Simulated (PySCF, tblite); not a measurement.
# CH₉NO₃Si₄: geometry, infrared bands and NMR shifts

What infrared bands and NMR shifts should CH₉NO₃Si₄ (`N#C[SiH2]O[SiH](O[SiH3])O[SiH3]`) show?

Computed with tblite 0.8.0 and PySCF 2.14.0, with density-fitted response routines of our own, on a single molecule in the gas phase. Atoms count from 0, in the outputs and in this text.

## (1) Starting geometry

18 atoms, charge 0, multiplicity 1; geometry from: force field or distance geometry start.

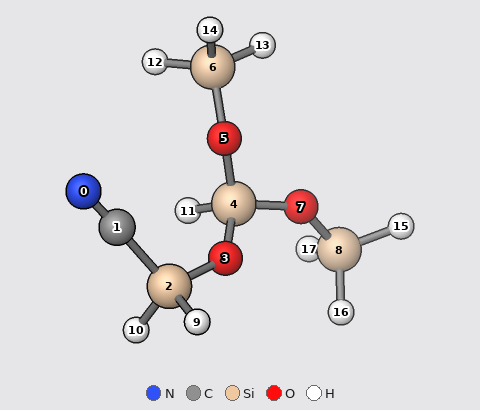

The starting geometry (nitrogen blue, carbon grey, silicon light orange, oxygen red, hydrogen white), atoms numbered; sticks join atoms by distance.

## (2) Geometry optimisation with GFN2-xTB

What the job is given:

```
{"job": {"kind": "relax", "xc": "GFN2-xTB", "basis": "xTB"}, "charge": 0, "multiplicity": 1}
N      4.269900     0.166800    -0.143300
C      3.436500    -0.634900     0.002600
Si     2.107900    -1.934300     0.288400
O      0.557100    -1.393100    -0.035200
Si    -0.294000     0.000000     0.162900
O      0.360000     1.170100    -0.799900
Si     0.304900     2.815100    -0.973800
O     -1.867200    -0.232800    -0.231400
Si    -3.193500    -1.016700     0.370300
H      2.342600    -3.134400    -0.548800
H      2.125100    -2.406000     1.692800
H     -0.202100     0.416300     1.572100
H      0.786800     3.457600     0.283300
H     -1.091400     3.236000    -1.216800
H      1.144200     3.234000    -2.114800
H     -4.349100    -0.828900    -0.538600
H     -2.907400    -2.456900     0.522100
H     -3.539100    -0.451600     1.696600
```

The run is started by

```
OMP_NUM_THREADS=1 python probes_run.py task.json out
```

The driver reads the jobs from task.json and runs them one after another.

**Question.** This job is followed by: GFN2-xTB harmonic vibrations, gas phase; GIAO PBE0/pcSseg-1 NMR shielding, non-relativistic, gas phase. What will the session give for the following? strongest single infrared mode (GFN2-xTB); zero-point energy (GFN2-xTB); 13C shifts against TMS (PBE0/pcSseg-1); 1H shifts against TMS (PBE0/pcSseg-1, means over atoms taken as alike); 15N shifts against NH3 (PBE0/pcSseg-1); 29Si shifts against TMS (PBE0/pcSseg-1, means over atoms taken as alike); 17O shifts against H2O (PBE0/pcSseg-1, means over atoms taken as alike); surface potential, least and greatest.

**Answer**, as computed:

| quantity | value |
| --- | --- |
| strongest single infrared mode (GFN2-xTB) | 1066 cm⁻¹, 702 km/mol |
| zero-point energy (GFN2-xTB) | 59.9 kcal/mol |
| 13C shifts against TMS (PBE0/pcSseg-1) | 126.4 ppm |
| 1H shifts against TMS (PBE0/pcSseg-1, means over atoms taken as alike) | 5.33, 5.26, 4.07 ppm |
| 15N shifts against NH3 (PBE0/pcSseg-1) | 360.8 ppm |
| 29Si shifts against TMS (PBE0/pcSseg-1, means over atoms taken as alike) | -41.1, -63.2, -76.9 ppm |
| 17O shifts against H2O (PBE0/pcSseg-1, means over atoms taken as alike) | 68.2, 54.3 ppm |
| surface potential, least and greatest | -1.53 V and 1.98 V |

**Reading.** The optimisation took 227 steps and gained 0.554 eV; among the close pairs (by a distance rule), Si2–O3 changed most, from 1.674 to 1.612 Å. The lowest mode is imaginary (20i cm⁻¹), so the xTB geometry is not a minimum. The strongest single mode, at 1066 cm⁻¹, has its largest shares on O3, O7 and Si4 (the list is cut at 3 atoms). GFN2-xTB is a fitted tight-binding method: band positions and strengths are rough. Its intensities can rank the bands wrongly. At PBE0/pcSseg-1: The widest tensor belongs to N0: span 585 ppm, with a paramagnetic part of -432 ppm. At PBE0/pcSseg-1, counted by nearest atom on the grid, the HOMO lies on O5 26 %; H13 18 %, the LUMO on C1 19 %; N0 19 %.
